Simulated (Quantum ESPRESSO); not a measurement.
# Simulated XPS, UPS and emission spectra of MoSi2, part 9 of 14

What would valence photoemission of MoSi2 look like, and what sets its shape?

Quantum ESPRESSO 7.5; DFT, PBE, plane waves, ultrasoft GBRV pseudopotentials, scalar-relativistic (the session's first sound run).

So far. Step 6 (With spin–orbit coupling: self-consistent run): The run ends at a pressure of 2.45 GPa, with forces up to 0.27 eV/Å. Step 8 (With PBEsol: self-consistent run): The run ends at a pressure of -2.93 GPa, with forces up to 0.33 eV/Å.

The database entry behind the starting cell is an old determination (1927), so it need not match the best structure at ambient conditions.

## Step 11: With PBEsol: bands

Level of this step: DFT, PBEsol, plane waves, ultrasoft GBRV pseudopotentials, scalar-relativistic (Quantum ESPRESSO).

The bands are solved at chosen points on the fixed potential.

The input, bands.in:

```
&control
  calculation = 'bands'
  prefix = 'pes'
  outdir = './tmp'
  pseudo_dir = './pp'
  verbosity = 'high'
/
&system
  ibrav = 0
  nat = 3
  ntyp = 2
  ecutwfc = 40.0
  ecutrho = 200.0
  occupations = 'smearing'
  nbnd = 21
  smearing = 'fd'
  degauss = 0.00367
/
&electrons
  conv_thr = 1.8e-08
  mixing_beta = 0.5
  electron_maxstep = 120
  diago_full_acc = .true.
/
ATOMIC_SPECIES
Mo 95.9500 mo_pbesol_v1.uspp.F.UPF
Si 28.0850 si_pbesol_v1.uspp.F.UPF
CELL_PARAMETERS angstrom
 -1.600000000 1.600000000 3.930500000
 1.600000000 -1.600000000 3.930500000
 1.600000000 1.600000000 -3.930500000
ATOMIC_POSITIONS crystal
Mo 0.000000000 0.000000000 0.000000000
Si 0.667000000 0.667000000 0.000000000
Si 0.333000000 0.333000000 0.000000000
K_POINTS crystal
94
 0.00000000 0.00000000 0.00000000 1
 0.00000000 0.00000000 0.05000000 1
 0.00000000 0.00000000 0.10000000 1
 0.00000000 0.00000000 0.15000000 1
 0.00000000 0.00000000 0.20000000 1
 0.00000000 0.00000000 0.25000000 1
 ! [... 86 more points ...]
 0.50000000 0.50000000 -0.45828540 1
 0.50000000 0.50000000 -0.50000000 1
```

Command:

```
$ OMP_NUM_THREADS=1 mpirun -n 4 pw.x -nk 4 -in bands.in > bands.out
```

Log:

```text
[banner, memory and clock lines left out]
Program PWSCF v.7.5 starts

          URL

     Atomic positions and unit cell read from directory:
     ./tmp/pes.save/

     Message from routine setup:
     using ibrav=0 with symmetry is DISCOURAGED, use correct ibrav instead

     G-vector sticks info

     bravais-lattice index     =            0
     lattice parameter (alat)  =       8.5705  a.u.
     unit-cell volume          =     271.6091 (a.u.)^3
     number of atoms/cell      =            3
     number of atomic types    =            2
     number of electrons       =        22.00
     number of Kohn-Sham states=           21
     kinetic-energy cutoff     =      40.0000  Ry
     charge density cutoff     =     200.0000  Ry
     Exchange-correlation= SLA  PW   PSX  PSC
                           (   1   4  10   8   0   0   0)

     celldm(1)=   8.570451  celldm(2)=   0.000000  celldm(3)=   0.000000
     celldm(4)=   0.000000  celldm(5)=   0.000000  celldm(6)=   0.000000

     crystal axes: (cart. coord. in units of alat)
               a(1) = (  -0.352789   0.352789   0.866649 )
               a(2) = (   0.352789  -0.352789   0.866649 )
               a(3) = (   0.352789   0.352789  -0.866649 )

     reciprocal axes: (cart. coord. in units 2 pi/alat)
               b(1) = (  0.000000  1.417277  0.576935 )
               b(2) = (  1.417277  0.000000  0.576935 )
               b(3) = (  1.417277  1.417277  0.000000 )

     PseudoPot. # 1 for Mo read from file:
     ./pp/mo_pbesol_v1.uspp.F.UPF
     Pseudo is Ultrasoft + core correction, Zval = 14.0
     Generated by new atomic code, or converted to UPF format
     Using radial grid of  889 points,  6 beta functions with:
                l(1) =   0
                l(2) =   0
                l(3) =   1
                l(4) =   1
                l(5) =   2
                l(6) =   2
     Q(r) pseudized with  6 coefficients,  rinner =    1.000   1.000   1.000
                                                       1.000   1.000

     PseudoPot. # 2 for Si read from file:
     ./pp/si_pbesol_v1.uspp.F.UPF
     Pseudo is Ultrasoft + core correction, Zval =  4.0
     Generated by new atomic code, or converted to UPF format
     Using radial grid of  899 points,  6 beta functions with:
                l(1) =   0
                l(2) =   0
                l(3) =   1
                l(4) =   1
                l(5) =   2
                l(6) =   2
     Q(r) pseudized with  8 coefficients,  rinner =    0.900   0.900   0.900
                                                       0.900   0.900

     atomic species   valence    mass     pseudopotential
     Mo               14.00    95.95000     Mo( 1.00)
     Si                4.00    28.08500     Si( 1.00)

     16 Sym. Ops., with inversion, found

                                    s                        frac. trans.

      isym =  1     identity

 cryst.   s( 1) = (     1          0          0      )
                  (     0          1          0      )
                  (     0          0          1      )

 cart.    s( 1) = (  1.0000000  0.0000000  0.0000000 )
                  (  0.0000000  1.0000000 -0.0000000 )
                  ( -0.0000000 -0.0000000  1.0000000 )

      isym =  2     180 deg rotation - cart. axis [0,0,1]

 cryst.   s( 2) = (     0          1          0      )
                  (     1          0          0      )
                  (    -1         -1         -1      )

 cart.    s( 2) = ( -1.0000000 -0.0000000  0.0000000 )
                  ( -0.0000000 -1.0000000 -0.0000000 )
                  (  0.0000000  0.0000000  1.0000000 )

      isym =  3     180 deg rotation - cart. axis [0,1,0]

 cryst.   s( 3) = (     0          0          1      )
                  (    -1         -1         -1      )
                  (     1          0          0      )

 cart.    s( 3) = ( -1.0000000  0.0000000 -0.0000000 )
                  ( -0.0000000  1.0000000  0.0000000 )
                  (  0.0000000 -0.0000000 -1.0000000 )

      isym =  4     180 deg rotation - cart. axis [1,0,0]

 cryst.   s( 4) = (    -1         -1         -1      )
                  (     0          0          1      )
                  (     0          1          0      )

 cart.    s( 4) = (  1.0000000 -0.0000000 -0.0000000 )
                  ( -0.0000000 -1.0000000  0.0000000 )
                  ( -0.0000000  0.0000000 -1.0000000 )

      isym =  5     180 deg rotation - cart. axis [1,1,0]

 cryst.   s( 5) = (    -1          0          0      )
[...]
cart.    s( 5) = (  0.0000000  1.0000000 -0.0000000 )
[...]
isym =  6     180 deg rotation - cart. axis [1,-1,0]

 cryst.   s( 6) = (     0         -1          0      )
[...]
cart.    s( 6) = ( -0.0000000 -1.0000000 -0.0000000 )
[...]
isym =  7      90 deg rotation - cart. axis [0,0,-1]

 cryst.   s( 7) = (     1          1          1      )
[...]
cart.    s( 7) = ( -0.0000000  1.0000000  0.0000000 )
[...]
isym =  8      90 deg rotation - cart. axis [0,0,1]

 cryst.   s( 8) = (     0          0         -1      )
[...]
cart.    s( 8) = (  0.0000000 -1.0000000  0.0000000 )
[...]
isym =  9     inversion

 cryst.   s( 9) = (    -1          0          0      )
[...]
cart.    s( 9) = ( -1.0000000 -0.0000000 -0.0000000 )
[...]
isym = 10     inv. 180 deg rotation - cart. axis [0,0,1]

 cryst.   s(10) = (     0         -1          0      )
[...]
cart.    s(10) = (  1.0000000  0.0000000 -0.0000000 )
[...]
isym = 11     inv. 180 deg rotation - cart. axis [0,1,0]

 cryst.   s(11) = (     0          0         -1      )
[...]
cart.    s(11) = (  1.0000000 -0.0000000  0.0000000 )
[...]
isym = 12     inv. 180 deg rotation - cart. axis [1,0,0]

 cryst.   s(12) = (     1          1          1      )
[...]
cart.    s(12) = ( -1.0000000  0.0000000  0.0000000 )
[...]
isym = 13     inv. 180 deg rotation - cart. axis [1,1,0]

 cryst.   s(13) = (     1          0          0      )
[...]
cart.    s(13) = ( -0.0000000 -1.0000000  0.0000000 )
[...]
isym = 14     inv. 180 deg rotation - cart. axis [1,-1,0]

 cryst.   s(14) = (     0          1          0      )
[...]
cart.    s(14) = (  0.0000000  1.0000000  0.0000000 )
[...]
isym = 15     inv.  90 deg rotation - cart. axis [0,0,-1]

 cryst.   s(15) = (    -1         -1         -1      )
[...]
Dynamical RAM for                 psi:       0.74 MB

     Dynamical RAM for                hpsi:       0.74 MB

     Dynamical RAM for                spsi:       0.74 MB

     Dynamical RAM for      wfcinit/wfcrot:       0.75 MB

     Dynamical RAM for           addusdens:       9.48 MB

     The potential is recalculated from file :
     ./tmp/pes.save/charge-density

     negative rho (up, down):  1.342E-06 0.000E+00
     Starting wfcs are   21 randomized atomic wfcs

     Band Structure Calculation
     Davidson diagonalization with overlap

     Computing kpt #:     1  of    24 on this pool

     Computing kpt #:     2  of    24 on this pool

     Computing kpt #:     3  of    24 on this pool

     Computing kpt #:     4  of    24 on this pool

     Computing kpt #:     5  of    24 on this pool

     Computing kpt #:     6  of    24 on this pool

     Computing kpt #:     7  of    24 on this pool

     Computing kpt #:     8  of    24 on this pool

     Computing kpt #:     9  of    24 on this pool

     Computing kpt #:    10  of    24 on this pool

     Computing kpt #:    11  of    24 on this pool

     Computing kpt #:    12  of    24 on this pool

     Computing kpt #:    13  of    24 on this pool

     Computing kpt #:    14  of    24 on this pool

     Computing kpt #:    15  of    24 on this pool

     Computing kpt #:    16  of    24 on this pool

     Computing kpt #:    17  of    24 on this pool

     Computing kpt #:    18  of    24 on this pool

     Computing kpt #:    19  of    24 on this pool

     Computing kpt #:    20  of    24 on this pool

     Computing kpt #:    21  of    24 on this pool

     Computing kpt #:    22  of    24 on this pool

     Computing kpt #:    23  of    24 on this pool

     Computing kpt #:    24  of    24 on this pool

     ethr =  8.18E-11,  avg # of iterations = 34.2

     End of band structure calculation

          k = 0.0000 0.0000 0.0000 (  1171 PWs)   bands (ev):

   -44.6982 -18.8840 -18.7823 -18.7823   2.5124   9.6164  12.5075  12.9139
    13.3113  13.3113  16.3856  19.0443  19.0563  19.6013  19.6013  20.0223
    21.0076  21.0076  26.4150  29.4941  29.5270

          k = 0.0709 0.0709 0.0000 (  1159 PWs)   bands (ev):

   -44.6973 -18.8827 -18.7885 -18.7876   2.5900   9.6868  12.1864  12.9368
    13.1042  13.6568  16.0897  18.7804  19.2218  19.4443  19.6362  20.2434
    21.1634  21.3911  26.7435  28.1860  29.2652

          k = 0.1417 0.1417 0.0000 (  1155 PWs)   bands (ev):

   -44.6947 -18.8791 -18.8065 -18.8031   2.8201   9.8868  11.7062  12.5882
    13.0073  14.1669  15.3487  18.3647  19.3363  19.5035  19.7216  20.4864
    21.7411  22.1759  26.2225  27.6235  28.8713

          k = 0.2126 0.2126 0.0000 (  1157 PWs)   bands (ev):

   -44.6906 -18.8735 -18.8336 -18.8273   3.1944  10.1740  11.2862  11.9427
    13.1300  14.4552  14.4977  18.1823  19.3423  19.6376  19.8036  20.6008
    22.8276  22.9821  24.3042  28.5955  28.7057

          k = 0.2835 0.2835 0.0000 (  1159 PWs)   bands (ev):

   -44.6855 -18.8665 -18.8665 -18.8575   3.6993  10.4428  10.9628  11.2882
    13.3095  13.6799  14.5066  18.3719  19.3740  19.6345  19.8108  20.6240
    22.5562  23.5242  24.2952  28.5033  28.5767

          k = 0.3543 0.3543 0.0000 (  1167 PWs)   bands (ev):

   -44.6799 -18.9013 -18.8910 -18.8590   4.3138  10.4980  10.6878  10.7443
    13.2670  13.5465  14.2568  18.7951  19.2844  19.5643  19.6876  20.5197
    21.2591  23.6480  26.0132  28.8364  28.8865

          k = 0.4252 0.4252 0.0000 (  1157 PWs)   bands (ev):

   -44.6743 -18.9342 -18.9242 -18.8516   5.0059  10.1736  10.2573  10.6275
    13.2312  13.8346  13.8971  18.8210  19.1667  19.4258  19.4685  20.1098
    20.9979  23.6539  27.9020  28.8796  29.5267

          k = 0.4960 0.4960 0.0000 (  1164 PWs)   bands (ev):

   -44.6692 -18.9625 -18.9542 -18.8451   5.7199   9.7626   9.9451  10.5981
    13.1558  13.5270  14.1557  18.3256  19.0678  19.2826  19.3719  19.9648
    21.1118  23.9296  27.5216  29.8755  30.4073

          k = 0.5669 0.5669 0.0000 (  1158 PWs)   bands (ev):

[...]
21.2613  24.4967  25.9352  30.8967  31.4319

          k = 0.6378 0.6378 0.0000 (  1174 PWs)   bands (ev):

[...]
21.3625  24.5155  25.0924  30.7151  31.0424

          k = 0.7086 0.7086 0.0000 (  1172 PWs)   bands (ev):

[...]
21.3755  23.8467  25.3595  30.6294  30.7293

          k = 0.7086 0.7086 0.0288 (  1178 PWs)   bands (ev):

[...]
21.3803  23.8793  25.3800  30.4577  30.6520

          k = 0.7086 0.7086 0.0577 (  1178 PWs)   bands (ev):

[...]
21.3943  23.9770  25.4410  30.1020  30.4334

          k = 0.7086 0.7086 0.0865 (  1176 PWs)   bands (ev):

[...]
21.4154  24.1395  25.5408  29.7006  30.1050

          k = 0.7086 0.7086 0.1154 (  1174 PWs)   bands (ev):

[...]
21.4408  24.3648  25.6771  29.2934  29.7003

          k = 0.7086 0.7086 0.1442 (  1166 PWs)   bands (ev):

[...]
21.4674  24.6487  25.8472  28.8929  29.2471

[...]
k =-0.0000-0.0000 0.0577 (  1167 PWs)   bands (ev):

[...]
k =-0.0000-0.0000 0.1154 (  1147 PWs)   bands (ev):

[...]
k =-0.0000-0.0000 0.2308 (  1143 PWs)   bands (ev):

[...]
k =-0.0000 0.0000 0.4039 (  1159 PWs)   bands (ev):

[...]
k =-0.0000-0.0000 0.4615 (  1155 PWs)   bands (ev):

[...]
k =-0.0000-0.0000 0.5192 (  1155 PWs)   bands (ev):

[...]
k = 0.1774-0.0000 0.5769 (  1148 PWs)   bands (ev):

[...]
k = 0.3547-0.0000 0.5769 (  1146 PWs)   bands (ev):

[...]
k = 0.8261-0.0000 0.0000 (  1162 PWs)   bands (ev):

[...]
k = 0.7435 0.0000-0.0000 (  1148 PWs)   bands (ev):

[...]
k = 0.5782-0.0000-0.0000 (  1156 PWs)   bands (ev):

[...]
k = 0.4130-0.0000 0.0000 (  1158 PWs)   bands (ev):

[...]
k = 0.7439 0.6734-0.0000 (  1184 PWs)   bands (ev):

[...]
k = 0.7791 0.6382-0.0000 (  1174 PWs)   bands (ev):

[...]
k = 0.8143 0.6030-0.0000 (  1172 PWs)   bands (ev):

[...]
k = 0.4138 0.4138 0.5769 (  1170 PWs)   bands (ev):

[...]
23.3191  24.9552  26.1264  27.1743  27.5331

          k = 0.3547 0.3547 0.5769 (  1150 PWs)   bands (ev):

[...]
23.5866  24.8498  26.1641  26.2627  26.6714

          k = 0.2956 0.2956 0.5769 (  1154 PWs)   bands (ev):

[...]
23.4596  24.7745  24.9696  26.1552  26.8844

          k = 0.2365 0.2365 0.5769 (  1140 PWs)   bands (ev):

[...]
23.0427  23.7958  24.7489  25.8521  27.7967

          k = 0.1774 0.1774 0.5769 (  1150 PWs)   bands (ev):

   -44.6923 -18.8972 -18.8199 -18.8163   4.6750   6.4531  12.0091  12.5682
    14.8047  14.9031  15.2862  15.6367  17.0901  21.4285  22.1007  22.3710
    22.5688  22.8677  24.7943  25.5829  27.7081

          k = 0.1182 0.1182 0.5769 (  1160 PWs)   bands (ev):

   -44.6952 -18.9032 -18.8006 -18.7988   4.4889   6.1899  12.2311  13.1200
    15.0624  15.1541  15.3291  15.5335  16.8882  20.9863  21.7749  22.1791
    22.9191  23.7368  24.9342  25.3219  26.8606

          k = 0.0591 0.0591 0.5769 (  1150 PWs)   bands (ev):

   -44.6970 -18.9070 -18.7882 -18.7877   4.3776   6.0216  12.3808  13.5202
    15.3104  15.3212  15.3655  15.4692  16.6549  20.6866  21.2907  21.9319
    23.6514  24.9956  25.1272  25.1916  25.9603

          k = 0.0000 0.0000 0.5769 (  1154 PWs)   bands (ev):

   -44.6976 -18.9083 -18.7839 -18.7839   4.3406   5.9639  12.4340  13.6647
    15.3800  15.3800  15.4471  15.4471  16.5202  20.5824  21.1140  21.8480
    24.3810  25.0552  25.0552  25.5286  25.6648

     XML data file, pseudopotentials, collected wavefunctions

                                        0.00s GPU  (     788 calls)
```

Run time: 15 s. Hardware: 4 MPI ranks of Arm Neoverse V1, shared host; 59 s of CPU time.

The electronic bands at the labelled points (eV, zero at the Fermi level; # counts the bands kept):

```tsv
point	#4	#5	#6	#7	#8	#9	#10	#11
Γ	-3.04	-2.65	-2.65	0.43	3.09	3.10	3.65	3.65
X	-5.25	-4.49	-3.06	-1.14	2.32	2.72	3.02	3.26
P	-6.24	-2.77	-2.05	-2.05	0.23	2.32	4.00	4.00
N	-4.46	-2.62	-2.50	-0.51	2.26	3.04	4.04	4.26
Γ	-3.04	-2.65	-2.65	0.43	3.09	3.10	3.65	3.65
M	-2.29	-0.58	-0.58	-0.51	-0.51	0.56	4.63	5.16
S	-2.79	-2.40	-2.32	-0.41	1.50	3.07	3.57	4.52
jump to S0	-2.79	-2.40	-2.32	-0.41	1.50	3.07	3.57	4.52
Γ	-3.04	-2.65	-2.65	0.43	3.09	3.10	3.65	3.65
jump to X	-5.25	-4.49	-3.06	-1.14	2.32	2.72	3.02	3.26
R	-4.50	-3.87	-2.93	-1.71	1.78	1.96	2.58	4.72
jump to G	-4.50	-3.87	-2.93	-1.71	1.78	1.96	2.58	4.72
M	-2.29	-0.58	-0.58	-0.51	-0.51	0.56	4.63	5.16
```

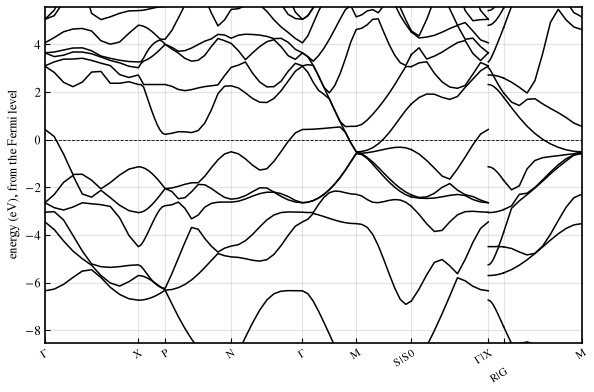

Electronic bands along the path.

Of the bands kept, 2 cross the Fermi level on this path.

(Part 9 of 14 ends here.)

[Logs are printed without paths, hosts, clocks, repeated set-up lines and the standing remarks that a program may print on its own settings, such as how far it seeks lower states.]

[Hosts, paths, dates, database ids (printed as entryN), source tags and the programs' standing remarks are cut or masked in the printed files.]

[Maps of the electrostatic potential energy from Ansatz leave out the sawtooth potential of an applied field or a dipole correction, so their vacuum need not be flat; work functions include it.]

[Peak lists hold at most the 14 tallest peaks of each spectrum; further lines can be left out.]
